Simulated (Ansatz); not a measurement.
# HSBr (triplet): correlated methods under varied settings at distance Br1–H2 along a hydrogen transfer = 1.321 Å

What do other methods and options give for HSBr (triplet) at this geometry, and how long do they take?

Computed with Ansatz 0.2.0, Gaussian basis. Level: the settings change from run to run.

7 further runs of the same task are left out: 4 that didn't finish, 3 set aside as unsound or not needed.

### 1 The system

The geometry derives from fragments relaxed apart (PBE0/def2-TZVP) and kept rigid, so it is no stationary point. A hydrogen atom is moved between rigid fragments. No spin-orbit coupling is included. The filled d shell of Br may be among the frozen orbitals whatever the setting's name suggests; the logs give the count.

3 atoms, charge 0, spin multiplicity 3.

Atoms are counted from 1 here; the program's logs count them from 0.

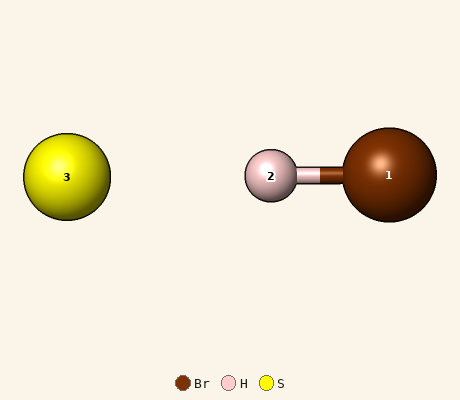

The geometry (bromine brown, hydrogen pink, sulfur yellow); atoms are numbered from 1 in the order of the file.

Geometry (Å):

```xyz
3

Br    0.0000    0.0000   -1.6410
H     0.0000    0.0000   -0.3200
S     0.0000    0.0000    1.9610
```

### 2 CASSCF(4,3)/cc-pVDZ

File in.yaml:

```yaml
crystal:
  periodic: [false, false, false]
  atoms:
    - {symbol: Br, position_ang: [0.000000, 0.000000, -1.641000]}
    - {symbol: H, position_ang: [0.000000, 0.000000, -0.320000]}
    - {symbol: S, position_ang: [0.000000, 0.000000, 1.961000]}
basis:
  gaussian: {orbitals: cc-pVDZ}
magnetization: {spin_polarized: false, initial_magnetization: 2}
correlation: {active_space: {window: {electrons: 4, orbitals: 3}}}
```

On the command line:

```console
$ ansatz run in.yaml --threads 1 --pin off --events-out ev --progress --plain --max-ram 2393MiB
```

Log:

```text
Functional definition: HF
  name "HF"
  cite "Fock, Z. Phys. 61, 126 (1930) doi:10.1007/BF01340294"
  parent pbe
  exchange = exact_x
  correlation = 0
551 factors; integrals over basis functions are off by at most 1.2e-3 eV
mean field evaluation 1: about -80829.5138 eV, gradient 1.1e1 eV
mean field evaluation 2: about -80829.5148 eV, gradient 1.1e1 eV
mean field evaluation 4: about -80830.1424 eV, gradient 1.0e0 eV
mean field evaluation 8: about -80830.1532 eV, gradient 4.9e-4 eV
mean field evaluation 16: about -80830.0444 eV, gradient 5.2e-1 eV
mean field evaluation 32: about -80830.1532 eV, gradient 3.8e-2 eV
mean field evaluation 64: about -80830.0459 eV, gradient 1.1e-5 eV
mean field -80830.15320092 eV, -2970.4533414881 hartree, gradient 2.2e-6 eV, S^2 2.000000; 8 other end points of the search recorded, 0 dependent functions left out
reference -80830.15320092 eV, -2970.4533414881 hartree; 27, 25 occupied and 23, 25 virtual orbitals, 551 factors
state -80830.15320092 eV, -2970.4533414881 hartree
Total energy: -80830.15320092 eV, -2970.4533414881 hartree
```

It took 5.5 s on 1 thread of Intel Xeon Platinum 8488C, shared host.

From the report: 9 determinants; active occupations 2.00, 1.00, 1.00. With so small a space the active step adds no correlation: the energy is the mean field's.

### 3 HF/STO-3G

in.yaml, as its differences from that of step 2:

```diff
@@ -7,4 +7,5 @@
 basis:
-  gaussian: {orbitals: cc-pVDZ}
+  gaussian: {orbitals: STO-3G}
 magnetization: {spin_polarized: false, initial_magnetization: 2}
-correlation: {active_space: {window: {electrons: 4, orbitals: 3}}}
+hamiltonian: {xc: hf}
+output: {forces: true, orbitals: {seedname: orbitals}}
```

The command is unchanged.

Log (excerpt; [...] marks lines left out):

```text
Functional definition: HF
  name "HF"
  cite "Fock, Z. Phys. 61, 126 (1930) doi:10.1007/BF01340294"
  parent pbe
[...]
280 factors; integrals over basis functions are off by at most 1.5e-5 eV
[...]
mean field -79956.74554129 eV, -2938.3562020139 hartree, gradient 4.8e-6 eV, S^2 2.000000; 3 other end points of the search recorded, 0 dependent functions left out
[...]
reference -79956.74554129 eV, -2938.3562020139 hartree; 27, 25 occupied and 1, 3 virtual orbitals, 280 factors
Total energy: -79956.74554129 eV, -2938.3562020139 hartree
Atom 0 at     0.000000     0.000000    -1.641000 Å, force    -0.000000     0.000000    -4.508249 eV/Å
Atom 1 at     0.000000     0.000000    -0.320000 Å, force     0.000000    -0.000000     4.392538 eV/Å
Atom 2 at     0.000000     0.000000     1.961000 Å, force     0.000000     0.000000     0.115711 eV/Å
Dipole moment:    -0.000000    -0.000000     0.444316 e Å
```

It took 0.39 s on 1 thread of Intel Xeon Platinum 8488C, shared host.

### 4 CCSD on UHF/def2-SVP

File in.yaml:

```yaml
crystal:
  periodic: [false, false, false]
  atoms:
    - {symbol: Br, position_ang: [0.000000, 0.000000, -1.641000]}
    - {symbol: H, position_ang: [0.000000, 0.000000, -0.320000]}
    - {symbol: S, position_ang: [0.000000, 0.000000, 1.961000]}
basis:
  gaussian: {orbitals: def2-SVP}
magnetization: {spin_polarized: true, initial_magnetization: 2}
correlation: {method: ccsd, electrons: valence}
accuracy: high
```

Launched as before.

Log (excerpt; [...] marks lines left out):

```text
Functional definition: HF
  name "HF"
  cite "Fock, Z. Phys. 61, 126 (1930) doi:10.1007/BF01340294"
  parent pbe
[...]
875 factors; integrals over basis functions are off by at most 4.8e-9 eV
[...]
mean field -80819.01102622 eV, -2970.0438741202 hartree, gradient 2.1e-8 eV, S^2 2.008327; 9 other end points of the search recorded, 0 dependent functions left out
determinant -80819.01102622 eV, -2970.0438741202 hartree, with singles and doubles -80828.56408704 eV, -2970.3949426302 hartree
determinant -80818.87730319 eV, -2970.0389598896 hartree, with singles and doubles -80828.43991383 eV, -2970.3903793488 hartree
determinant -80819.01102622 eV, -2970.0438741202 hartree, with singles and doubles -80828.56383975 eV, -2970.3949335423 hartree
determinant -80818.87730319 eV, -2970.0389598896 hartree, with singles and doubles -80828.43969356 eV, -2970.3903712543 hartree
14 core orbitals not correlated: weight in the atoms' cores, before any rotation towards them, 1.000 or more for the frozen orbitals, at most 0.000 for the correlated occupied ones
reference -80819.01102622 eV, -2970.0438741202 hartree; 13, 11 occupied and 28, 30 virtual orbitals, 875 factors
second order -8.89877758 eV of doubles, -0.00000000 eV of singles
cycle   1  -9.55281379 eV  change   -2.6e-7 eV  update   2.6e-6
[...]
cycle  11  -9.55281236 eV  change   -1.0e-9 eV  update  9.4e-10
Total energy: -80828.56383858 eV, -2970.3949334994 hartree
```

It took 11 s on 1 thread of Intel Xeon Platinum 8488C, shared host.

From the report: ⟨S²⟩ of the determinant 2.008 (pure triplet: 2.00); correlation -9.5528 eV; T1 0.005; largest double amplitude 0.05.

### 5 CASSCF(4,5)/cc-pVDZ

File in.yaml:

```yaml
crystal:
  periodic: [false, false, false]
  atoms:
    - {symbol: Br, position_ang: [0.000000, 0.000000, -1.641000]}
    - {symbol: H, position_ang: [0.000000, 0.000000, -0.320000]}
    - {symbol: S, position_ang: [0.000000, 0.000000, 1.961000]}
basis:
  gaussian: {orbitals: cc-pVDZ, point_charges: [{charge: -1.00, position_ang: [4.735, 0.209, 0.553]}]}
magnetization: {spin_polarized: false, initial_magnetization: 2}
correlation: {active_space: {window: {electrons: 4, orbitals: 5}}}
accuracy: high
```

The command is unchanged.

Log:

```text
Functional definition: HF
  name "HF"
  cite "Fock, Z. Phys. 61, 126 (1930) doi:10.1007/BF01340294"
  parent pbe
  exchange = exact_x
  correlation = 0
921 factors; integrals over basis functions are off by at most 4.6e-9 eV
mean field evaluation 1: about -80829.5909 eV, gradient 1.1e1 eV
mean field evaluation 2: about -80829.5949 eV, gradient 1.1e1 eV
mean field evaluation 4: about -80830.2397 eV, gradient 1.0e0 eV
mean field evaluation 8: about -80830.2506 eV, gradient 9.2e-4 eV
mean field evaluation 16: about -80830.1819 eV, gradient 1.5e0 eV
mean field evaluation 32: about -80830.2494 eV, gradient 2.4e-1 eV
mean field -80830.25059109 eV, -2970.4569205108 hartree, gradient 1.5e-8 eV, S^2 2.000000; 9 other end points of the search recorded, 0 dependent functions left out
reference -80830.25059109 eV, -2970.4569205108 hartree; 27, 25 occupied and 23, 25 virtual orbitals, 921 factors
state -80830.71930964 eV, -2970.4741455997 hartree
Total energy: -80830.71930964 eV, -2970.4741455997 hartree
```

It took 23 s on 1 thread of Intel Xeon Platinum 8488C, shared host.

From the report: 100 determinants; active occupations 1.98, 1.00, 1.00, 0.02, 0.00.

### 6 All runs side by side

Where basis and cores are those of an earlier UCCSDT(Q)/cc-pVDZ run (-80837.0560 eV), and the state is the same kind, the miss against it is given.

```
                                      level  correlated  functions  energy (eV)  from UCCSDT(Q) (meV)    time
                        CASSCF(4,3)/cc-pVDZ                     50  -80830.1532                6902.8   5.5 s
                                  HF/STO-3G                     28  -79956.7455                        0.39 s
                       CCSD on UHF/def2-SVP     valence         55  -80828.5638                          11 s
CASSCF(4,5)/cc-pVDZ (beside a point charge)                     50  -80830.7193                          23 s
```

### 7 Summary of results

```
quantity                                              value
    runs                                                  4
quickest                                  HF/STO-3G, 0.39 s
 slowest  CASSCF(4,5)/cc-pVDZ (beside a point charge), 23 s
```

In words: Total energies in different bases, with other cores or another treatment of relativity can't be set against each other. CASSCF(4,5)/cc-pVDZ (beside a point charge) took 58 times as long as HF/STO-3G; the jobs differ in more than the method. Hartree-Fock, CASSCF and CASCI lack dynamic correlation by design.
